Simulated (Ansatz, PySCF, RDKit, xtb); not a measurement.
# Isomers of C3H2F2N2, a sample narrowed down, part 2 of 2

Which of a sample of isomers of C3H2F2N2 is the most stable in the gas at 298.15 K, and what are its properties? The sample is small against all isomers, and the most stable one of this formula need not be in it.

xtb, Ansatz and PySCF; isolated molecules. Earlier steps stand in the parts before.

### Step 12. Putting it together

Energies in kcal/mol from c493a; G adds the thermal terms to the CCSD(T)/def2-SVP + MP2/def2-TZVPP - MP2/def2-SVP energy. The columns left of the relaxed level are at the tight-binding geometries.

```csv
label,SMILES,spin,GFN2-xTB,HF/STO-3G,r2SCAN-D4/def2-SVP,PBE-D3(BJ)/def2-SVP,HF/def2-SVP,MP2/def2-SVP,CCSD(T)/def2-SVP + MP2/def2-TZVPP - MP2/def2-SVP,G,share at equilibrium,T1
c493a,Fc1cc(F)[nH]n1,singlet,0.0,0.0,0.0,0.0,0.0,0.0,0.0,0.0,100.0 %,0.013
c812a,Fc1c[nH]nc1F,singlet,3.9,4.9,5.7,4.9,7.1,5.3,5.0,5.0,< 0.1 %,0.013
c615a,Fc1cn[nH]c1F,singlet,5.3,5.7,9.8,8.7,11.5,9.3,8.9,8.9,< 0.1 %,0.013
```

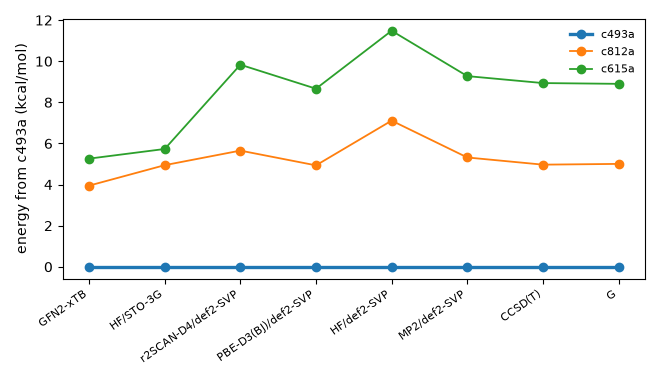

The finalists at each level, measured from c493a.

Lowest found: c493a, `Fc1cc(F)[nH]n1`, a singlet of point group Cs. Bond lengths: C1–C2 1.421 Å, C2–C3 1.389 Å, C1–F4 1.329 Å, C3–F5 1.326 Å, C3–N6 1.360 Å, C1–N7 1.326 Å, N6–N7 1.358 Å, C2–H8 1.093 Å, N6–H9 1.020 Å. Some angles: C1–C2–C3 101.6°, C2–C1–F4 125.7°, C2–C1–N7 114.5°, F4–C1–N7 119.8°, C2–C3–F5 131.1°, C2–C3–N6 108.4°, F5–C3–N6 120.6°, C3–N6–N7 112.2°, C1–N7–N6 103.3°, C1–C2–H8 129.7°.

```xyz
9

C    -1.4028    0.5260   -0.4456
C    -1.5983   -0.6729    0.2923
C    -0.5642   -0.6033    1.2165
F    -2.1467    0.9382   -1.4662
F    -0.2083   -1.4308    2.1898
N     0.1329    0.5426    0.9937
N    -0.3757    1.2609   -0.0400
H    -2.3571   -1.4498    0.1729
H     0.9488    0.8805    1.5050
```

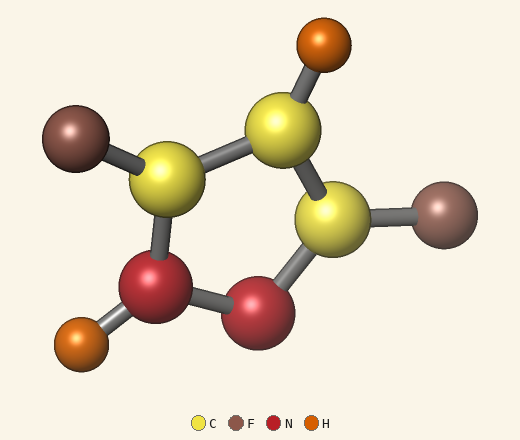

The lowest structure found, seen from a chosen angle (carbon yellow, fluorine brown, nitrogen red, hydrogen orange).

### Step 13. Density, orbitals and dipole (PBE0/def2-SVPD)

File input.yaml:

```yaml
crystal:
  periodic: [false, false, false]
  atoms:
    - {symbol: C, position_ang: [-1.402778, 0.526048, -0.445563]}
    - {symbol: C, position_ang: [-1.598306, -0.672874, 0.292306]}
    - {symbol: C, position_ang: [-0.564182, -0.603268, 1.216536]}
    - {symbol: F, position_ang: [-2.146697, 0.938191, -1.466171]}
    - {symbol: F, position_ang: [-0.208325, -1.430783, 2.189831]}
    - {symbol: "N", position_ang: [0.132893, 0.542575, 0.993734]}
    - {symbol: N, position_ang: [-0.375709, 1.260851, -0.039960]}
    - {symbol: H, position_ang: [-2.357117, -1.449815, 0.172925]}
    - {symbol: H, position_ang: [0.948776, 0.880541, 1.505046]}
basis:
  gaussian:
    orbitals: def2-SVPD
output: {forces: true, orbitals: {seedname: orbitals}}
hamiltonian:
  xc: {name: PBE0}
```

Launch:

```sh
$ ansatz run input.yaml --threads 2 --pin off --max-ram 5220MiB --events-out events.jsonl --progress --plain --runs-dir runs
```

The log of the run, cut to the lines that bear on the results:

```text
Warning: RAYON_NUM_THREADS=2 ignored (pool sized by the plan → 2); use --threads N
Functional definition: PBE0
  name "PBE0"
[...]
1355 factors; their error is unknown
[...]
mean field -11535.99179892 eV, -423.9398792342 hartree, gradient 6.0e-5 eV, S^2 0.000000; 0 other end points of the search recorded, 0 dependent functions left out
[...]
reference -11535.99183528 eV, -423.9398805705 hartree; 26, 26 occupied and 136, 136 virtual orbitals, 1355 factors
Total energy: -11535.99183528 eV, -423.9398805705 hartree
Atom 0 at    -1.402778     0.526048    -0.445563 Å, force     0.490970     0.322470     0.216200 eV/Å
Atom 1 at    -1.598306    -0.672874     0.292306 Å, force     0.305862     0.139112     0.182484 eV/Å
Atom 2 at    -0.564182    -0.603268     1.216536 Å, force     0.020433     0.451134    -0.328283 eV/Å
Atom 3 at    -2.146697     0.938191    -1.466171 Å, force     0.300685    -0.193300     0.433137 eV/Å
Atom 4 at    -0.208325    -1.430783     2.189831 Å, force    -0.161592     0.393006    -0.455055 eV/Å
Atom 5 at     0.132893     0.542575     0.993734 Å, force    -0.167796    -0.258145     0.040156 eV/Å
Atom 6 at    -0.375709     1.260851    -0.039960 Å, force    -0.581151    -0.918012     0.156797 eV/Å
Atom 7 at    -2.357117    -1.449815     0.172925 Å, force     0.198428     0.208814     0.026632 eV/Å
Atom 8 at     0.948776     0.880541     1.505046 Å, force    -0.405840    -0.145080    -0.272068 eV/Å
Dipole moment:     0.203592    -0.255036     0.388814 e Å
```

Run time: 3.6 s. Hardware: 2 threads of Intel Xeon 6975P-C (Granite Rapids), shared host.

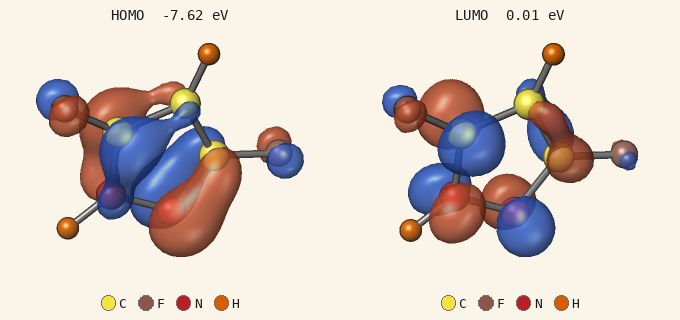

Frontier orbitals of this run, surfaces at ±0.2 Å^-3/2.

### Step 14. Frequencies after a tight-binding relaxation (GFN2-xTB)

File start.xyz:

```xyz
9
c493a
C     -1.402778     0.526048    -0.445563
C     -1.598306    -0.672874     0.292306
C     -0.564182    -0.603268     1.216536
F     -2.146697     0.938191    -1.466171
F     -0.208325    -1.430783     2.189831
N      0.132893     0.542575     0.993734
N     -0.375709     1.260851    -0.039960
H     -2.357117    -1.449815     0.172925
H      0.948776     0.880541     1.505046
```

Launch:

```sh
$ xtb start.xyz --gfn 2 --ohess tight
```

The log of the run, cut to the lines that bear on the results:

```text
* xtb version 6.7.1
[...]
          :  # basis functions                  30          :
[...]
          :  # electrons                        38          :
[...]
          :  Hamiltonian                  GFN2-xTB          :
[...]
          :  net charge                          0          :
          :  unpaired electrons                  0          :
[...]
   *** convergence criteria satisfied after 11 iterations ***
[...]
   *** GEOMETRY OPTIMIZATION CONVERGED AFTER 6 ITERATIONS ***
[...]
   *** convergence criteria satisfied after 3 iterations ***
[...]
         ::                     SUMMARY                     ::
         :::::::::::::::::::::::::::::::::::::::::::::::::::::
         :: total energy             -22.730829604904 Eh    ::
         :: gradient norm              0.000220450235 Eh/a0 ::
         :: HOMO-LUMO gap              5.022120453126 eV    ::
         ::.................................................::
         :: SCC energy               -22.930347206831 Eh    ::
         :: -> isotropic ES            0.029230048575 Eh    ::
         :: -> anisotropic ES          0.000911409579 Eh    ::
         :: -> anisotropic XC          0.002510172685 Eh    ::
         :: -> dispersion             -0.005453344170 Eh    ::
         :: repulsion energy           0.199517601927 Eh    ::
         :: add. restraining           0.000000000000 Eh    ::
         :: total charge               0.000000000000 e     ::
         :::::::::::::::::::::::::::::::::::::::::::::::::::::
[...]
        19        2.0000           -0.4331948             -11.7878 (HOMO)
        20                         -0.2486353              -6.7657 (LUMO)
[...]
molecular dipole:
                 x           y           z       tot (Debye)
 q only:        0.492      -0.069       0.518
   full:        0.509      -0.334       0.739       2.434
molecular quadrupole (traceless):
[...]
          | TOTAL ENERGY              -22.730829604904 Eh   |
          | TOTAL ENTHALPY            -22.671158383594 Eh   |
          | TOTAL FREE ENERGY         -22.706638983725 Eh   |
          | GRADIENT NORM               0.000220465125 Eh/α |
[...]
```

Run time: 0.15 s. Hardware: 2 threads of Intel Xeon 6975P-C (Granite Rapids), shared host.

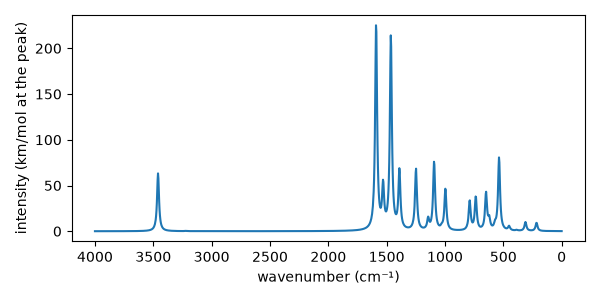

Harmonic infrared spectrum, unscaled, lines broadened by 10 cm⁻¹.

### Step 15. Electronic excitations (TD-PBE0/def2-SVPD)

An in-house driver calls PySCF's response routines at TD-PBE0/def2-SVPD; it has no typed input.

The log of the run:

```text
coarse grid: 8800 points
cycle   1  E = -423.8159641098  dE =  1.356e+00  |g| = 6.098e-01  |ddm| = 4.817e+00
cycle   2  E = -423.7382254504  dE =  7.774e-02  |g| = 8.925e-01  |ddm| = 1.831e+00
cycle   3  E = -423.8877557037  dE = -1.495e-01  |g| = 9.929e-02  |ddm| = 1.180e+00
cycle   4  E = -423.8893003868  dE = -1.545e-03  |g| = 5.211e-02  |ddm| = 2.235e-01
cycle   5  E = -423.8899093844  dE = -6.090e-04  |g| = 1.047e-02  |ddm| = 1.080e-01
cycle   6  E = -423.8899255235  dE = -1.614e-05  |g| = 5.943e-03  |ddm| = 2.231e-02
cycle   7  E = -423.8899329732  dE = -7.450e-06  |g| = 1.127e-03  |ddm| = 8.965e-03
final grid: 89560 points
cycle   8  E = -423.9398738465  dE = -2.072e-05  |g| = 7.200e-03  |ddm| = 6.789e-02
cycle   9  E = -423.9398533433  dE =  2.050e-05  |g| = 1.241e-02  |ddm| = 2.467e-02
cycle  10  E = -423.9398845716  dE = -3.123e-05  |g| = 1.221e-03  |ddm| = 1.590e-02
cycle  11  E = -423.9398849103  dE = -3.388e-07  |g| = 4.356e-04  |ddm| = 2.643e-03
cycle  12  E = -423.9398849483  dE = -3.801e-08  |g| = 9.009e-05  |ddm| = 9.898e-04
cycle  13  E = -423.9398849497  dE = -1.405e-09  |g| = 3.068e-05  |ddm| = 1.805e-04
cycle  14  E = -423.9398849499  dE = -1.475e-10  |g| = 1.622e-05  |ddm| = 6.214e-05
converged SCF energy = -423.9398849499

Static polarisability (au): isotropic 47.927, principal 31.648 53.446 58.688

Singlet excitations
state   eV       nm        f      main configurations
  1   6.8645    180.6   0.04781   H-1->L 0.68, H->L+3 0.20, H->L 0.10
  2   6.9788    177.7   0.00698   H->L+1 0.97
  3   7.0965    174.7   0.10319   H->L 0.82, H-1->L 0.10
  4   7.2259    171.6   0.00144   H->L+2 0.76, H-1->L+1 0.18
  5   7.3622    168.4   0.00588   H-1->L+1 0.75, H->L+2 0.16
  6   7.4254    167.0   0.00567   H-2->L 0.91
  7   7.6497    162.1   0.01406   H-1->L+2 0.90
  8   7.8102    158.7   0.00026   H->L+4 0.93

Triplet excitations (Tamm-Dancoff, eV): 4.6225 5.4530 6.4538
```

Wall time 11 s (2 threads of Intel Xeon 6975P-C (Granite Rapids), shared host); peak memory 0.69 GiB.

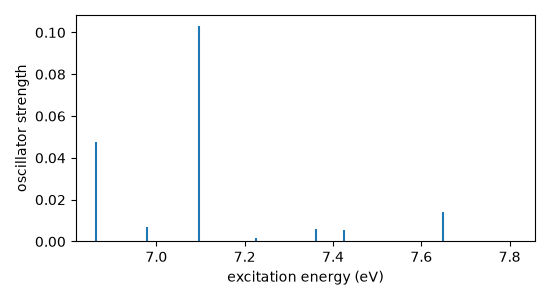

Vertical excitations as sticks.

The roots found:

```csv
excited state,energy (eV),strength
1,6.864,0.0478
2,6.979,0.0070
3,7.096,0.1032
4,7.226,0.0014
5,7.362,0.0059
6,7.425,0.0057
7,7.650,0.0141
8,7.810,0.0003
```

### Step 16. NMR shieldings (GIAO PBE0/pcSseg-1)

An in-house driver calls PySCF's response routines at GIAO PBE0/pcSseg-1; it has no typed input.

The log of the run:

```text
coarse grid: 8800 points
cycle   1  E = -424.0581401244  dE =  1.411e+00  |g| = 6.500e-01  |ddm| = 2.915e+00
cycle   2  E = -423.9770037627  dE =  8.114e-02  |g| = 9.502e-01  |ddm| = 1.076e+00
cycle   3  E = -424.1347099752  dE = -1.577e-01  |g| = 9.624e-02  |ddm| = 6.658e-01
cycle   4  E = -424.1360203149  dE = -1.310e-03  |g| = 5.410e-02  |ddm| = 1.002e-01
cycle   5  E = -424.1366514216  dE = -6.311e-04  |g| = 1.067e-02  |ddm| = 4.988e-02
cycle   6  E = -424.1366682348  dE = -1.681e-05  |g| = 5.638e-03  |ddm| = 1.122e-02
cycle   7  E = -424.1366745989  dE = -6.364e-06  |g| = 1.216e-03  |ddm| = 4.351e-03
final grid: 89560 points
cycle   8  E = -424.1864451003  dE = -2.767e-05  |g| = 7.263e-03  |ddm| = 2.230e-02
cycle   9  E = -424.1864261452  dE =  1.896e-05  |g| = 1.239e-02  |ddm| = 1.372e-02
cycle  10  E = -424.1864557067  dE = -2.956e-05  |g| = 1.209e-03  |ddm| = 8.895e-03
cycle  11  E = -424.1864560159  dE = -3.091e-07  |g| = 4.880e-04  |ddm| = 1.194e-03
cycle  12  E = -424.1864560629  dE = -4.702e-08  |g| = 1.098e-04  |ddm| = 3.895e-04
cycle  13  E = -424.1864560647  dE = -1.849e-09  |g| = 3.079e-05  |ddm| = 8.862e-05
cycle  14  E = -424.1864560649  dE = -1.377e-10  |g| = 1.619e-05  |ddm| = 2.802e-05
converged SCF energy = -424.1864560649

GIAO shielding tensors (ppm)
atom      isotropic    diamagn.    paramagn.     s11        s22        s33       span
  0 C       12.511     248.982    -236.472    -64.610     36.773     65.370    129.980
  1 C      105.244     259.553    -154.308     66.579     86.227    162.927     96.348
  2 C       21.571     249.486    -227.915    -35.897     31.366     69.244    105.140
  3 F      292.696     470.216    -177.521    194.294    326.232    357.562    163.268
  4 F      299.761     470.275    -170.514    209.044    310.424    379.816    170.772
  5 N       79.849     326.225    -246.376     10.752    100.839    127.957    117.206
  6 N      -20.391     323.497    -343.888   -238.037     15.578    161.286    399.323
  7 H       25.578      28.963      -3.386     22.447     25.752     28.534      6.086
  8 H       23.084      31.226      -8.142     17.555     22.866     28.832     11.277
```

Run time: 6.3 s. Hardware: 2 threads of Intel Xeon 6975P-C (Granite Rapids), shared host; peak memory 0.59 GiB.

Isotropic shieldings, averaged over atoms that the bond graph makes equivalent (absolute, not shifts):

```csv
atoms,shielding (ppm)
C1,12.5
C2,105.2
C3,21.6
F4,292.7
F5,299.8
N6,79.8
N7,-20.4
H8,25.58
H9,23.08
```

### Step 17. The cation at the same geometry (PBE0/def2-SVPD)

File input.yaml:

```yaml
crystal:
  periodic: [false, false, false]
  atoms:
    - symbol: C
      position_ang: [-1.402778, 0.526048, -0.445563]
    - symbol: C
      position_ang: [-1.598306, -0.672874, 0.292306]
    - symbol: C
      position_ang: [-0.564182, -0.603268, 1.216536]
    - symbol: F
      position_ang: [-2.146697, 0.938191, -1.466171]
    - symbol: F
      position_ang: [-0.208325, -1.430783, 2.189831]
    - symbol: "N"
      position_ang: [0.132893, 0.542575, 0.993734]
    - symbol: N
      position_ang: [-0.375709, 1.260851, -0.039960]
    - symbol: H
      position_ang: [-2.357117, -1.449815, 0.172925]
    - symbol: H
      position_ang: [0.948776, 0.880541, 1.505046]
basis:
  gaussian:
    orbitals: def2-SVPD
total_charge: 1
magnetization:
  spin_polarized: true
  initial_magnetization: 1
hamiltonian:
  xc: pbe0
```

Launch:

```sh
$ ansatz run input.yaml --threads 2 --pin off --max-ram 5220MiB --events-out events.jsonl --progress --plain --runs-dir runs
```

The log of the run:

```text
Warning: RAYON_NUM_THREADS=2 ignored (pool sized by the plan → 2); use --threads N
[... 2 set-up lines as earlier in the session ...]
  parameter a = 0.25
  parameter kappa = 0.804
  parameter beta = 0.06672455060314922
  exchange = (1 - a)*pbe_x(kappa = kappa, mu = beta*pi^2/3) + a*exact_x
  correlation = pbe_c(beta = beta)
1355 factors; their error is unknown
mean field evaluation 1: about -11520.5461 eV, gradient 3.9e1 eV
mean field evaluation 2: about -11519.7863 eV, gradient 4.3e1 eV
mean field evaluation 4: about -11526.0877 eV, gradient 2.4e0 eV
mean field evaluation 8: about -11526.1337 eV, gradient 2.9e-1 eV
mean field evaluation 16: about -11526.1543 eV, gradient 5.6e-2 eV
mean field evaluation 32: about -11525.9950 eV, gradient 7.8e-1 eV
mean field -11526.15435584 eV, -423.5783598692 hartree, gradient 2.5e-5 eV, S^2 0.762867; 4 other end points of the search recorded, 0 dependent functions left out
reference -11526.15439384 eV, -423.5783612657 hartree; 26, 25 occupied and 136, 137 virtual orbitals, 1355 factors
Total energy: -11526.15439384 eV, -423.5783612657 hartree
```

Run time: 8.4 s. Hardware: 2 threads of Intel Xeon 6975P-C (Granite Rapids), shared host; peak memory 0.54 GiB.

Difference from the parent: 9.84 eV.

### Step 18. The anion at the same geometry (PBE0/def2-SVPD)

File input.yaml:

```yaml
crystal:
  periodic: [false, false, false]
  atoms:
    - {symbol: C, position_ang: [-1.402778, 0.526048, -0.445563]}
    - {symbol: C, position_ang: [-1.598306, -0.672874, 0.292306]}
    - {symbol: C, position_ang: [-0.564182, -0.603268, 1.216536]}
    - {symbol: F, position_ang: [-2.146697, 0.938191, -1.466171]}
    - {symbol: F, position_ang: [-0.208325, -1.430783, 2.189831]}
    - {symbol: N, position_ang: [0.132893, 0.542575, 0.993734]}
    - {symbol: N, position_ang: [-0.375709, 1.260851, -0.039960]}
    - {symbol: H, position_ang: [-2.357117, -1.449815, 0.172925]}
    - {symbol: H, position_ang: [0.948776, 0.880541, 1.505046]}
basis:
  gaussian:
    orbitals: def2-SVPD
total_charge: -1
magnetization:
  spin_polarized: true
  initial_magnetization: 1
hamiltonian:
  xc: {name: PBE0}
scf:
  lower_state_search: "off"
```

Launch:

```sh
$ ansatz run input.yaml --threads 2 --pin off --max-ram 5220MiB --events-out events.jsonl --progress --plain --runs-dir runs
```

The log of the run, cut to the lines that bear on the results:

```text
Warning: RAYON_NUM_THREADS=2 ignored (pool sized by the plan → 2); use --threads N
[... 2 set-up lines as earlier in the session ...]
[...]
1355 factors; their error is unknown
[...]
a density is far from that of the atoms, so the factors are made again for it
1643 factors; integrals over basis functions are off by at most 6.5e-4 eV
mean field -11534.24710915 eV, -423.8757630678 hartree, gradient 4.4e-6 eV, S^2 0.750193; 0 other end points of the search recorded, 0 dependent functions left out
reference -11534.24714518 eV, -423.8757643918 hartree; 27, 26 occupied and 135, 136 virtual orbitals, 1643 factors
Total energy: -11534.24714518 eV, -423.8757643918 hartree
Checks for a lower state left out: stability, starts, cluster_reference, orbital_swaps, neighbouring_geometries, increment
```

Run time: 8.7 s. Hardware: 2 threads of Intel Xeon 6975P-C (Granite Rapids), shared host; peak memory 0.53 GiB.

Parent less the species with the added electron: -1.74 eV. The extra electron isn't bound at this geometry, so the number measures the basis, not the molecule.

### Step 19. The triplet at the same geometry (PBE0/def2-SVPD)

File input.yaml:

```yaml
crystal:
  periodic: [false, false, false]
  atoms:
    - symbol: C
      position_ang: [-1.402778, 0.526048, -0.445563]
    - symbol: C
      position_ang: [-1.598306, -0.672874, 0.292306]
    - symbol: C
      position_ang: [-0.564182, -0.603268, 1.216536]
    - symbol: F
      position_ang: [-2.146697, 0.938191, -1.466171]
    - symbol: F
      position_ang: [-0.208325, -1.430783, 2.189831]
    - symbol: N
      position_ang: [0.132893, 0.542575, 0.993734]
    - symbol: "N"
      position_ang: [-0.375709, 1.260851, -0.039960]
    - symbol: H
      position_ang: [-2.357117, -1.449815, 0.172925]
    - symbol: H
      position_ang: [0.948776, 0.880541, 1.505046]
basis:
  gaussian:
    orbitals: def2-SVPD
magnetization:
  spin_polarized: true
  initial_magnetization: 2
hamiltonian:
  xc: pbe0
```

Launch:

```sh
$ ansatz run input.yaml --threads 2 --pin off --max-ram 5220MiB --events-out events.jsonl --progress --plain --runs-dir runs
```

The log of the run, cut to the lines that bear on the results:

```text
Warning: RAYON_NUM_THREADS=2 ignored (pool sized by the plan → 2); use --threads N
[... 7 set-up lines as earlier in the session ...]
1355 factors; their error is unknown
mean field evaluation 1: about -11527.3436 eV, gradient 3.0e1 eV
mean field evaluation 2: about -11527.3976 eV, gradient 2.9e1 eV
mean field evaluation 4: about -11531.3310 eV, gradient 2.6e0 eV
mean field evaluation 8: about -11531.3708 eV, gradient 2.9e-1 eV
mean field evaluation 16: about -11531.3778 eV, gradient 3.0e-3 eV
mean field evaluation 32: about -11531.1895 eV, gradient 1.6e0 eV
mean field -11531.37780090 eV, -423.7703179346 hartree, gradient 3.8e-5 eV, S^2 2.037623; 2 other end points of the search recorded, 0 dependent functions left out
reference -11531.37783738 eV, -423.7703192751 hartree; 27, 25 occupied and 135, 137 virtual orbitals, 1355 factors
Total energy: -11531.37783738 eV, -423.7703192751 hartree
```

Run time: 6.3 s. Hardware: 2 threads of Intel Xeon 6975P-C (Granite Rapids), shared host; peak memory 0.53 GiB.

It lies 4.61 eV above the singlet.

### Step 20. Summary of results

The summary covers parts 1 to 2.

| quantity | value |
| --- | --- |
| lowest structure found | Fc1cc(F)[nH]n1, singlet, Cs |
| next finalist | Fc1c[nH]nc1F, singlet, 5.0 kcal/mol higher in G |
| share at equilibrium, among the finalists | 100.0 % |
| funnel | 3 starts, 3 minima at GFN2-xTB, 6 screening runs, 3 relaxed, 3 ranked |
| CPU time of all runs | 9.2 min |
| harmonic wavenumbers, lowest and highest (PBE-D3(BJ)/def2-SVP) | 217 and 3571 cm⁻¹ |
| rotational constants, same geometry | 0.2602, 0.06514, 0.0521 cm⁻¹ |
| dipole moment (PBE0/def2-SVPD) | 2.44 D |
| HOMO energy (PBE0/def2-SVPD) | -7.62 eV |
| LUMO energy (PBE0/def2-SVPD) | 0.01 eV |
| HOMO–LUMO gap (PBE0/def2-SVPD) | 7.63 eV |
| lowest excitation (TD-PBE0/def2-SVPD) | 6.86 eV (f = 0.048) |
| strongest of the states computed, same level | 7.10 eV (f = 0.103) |
| lowest triplet excitation, same level, Tamm-Dancoff | 4.62 eV |
| vertical ionisation energy | 9.84 eV |
| vertical electron affinity | -1.74 eV (unbound: the value depends on the basis) |
| vertical triplet less singlet | +4.61 eV |

In words: The search ends on `Fc1cc(F)[nH]n1`. The margin of 5.0 kcal/mol over the next finalist is beyond the usual error of the last level; it says nothing of structures that weren't ranked. GFN2-xTB, HF/STO-3G, r2SCAN-D4/def2-SVP, PBE-D3(BJ)/def2-SVP, HF/def2-SVP and MP2/def2-SVP already put its bonding pattern lowest among the structures in one piece. The largest share of the time went into the vibrations (53 %). Lowest found is not proven lowest: the search is finite, and each finalist counts with one conformer. Only 3 drawn patterns were tried, so whole families of isomers are missing, and the result ranks this sample alone.
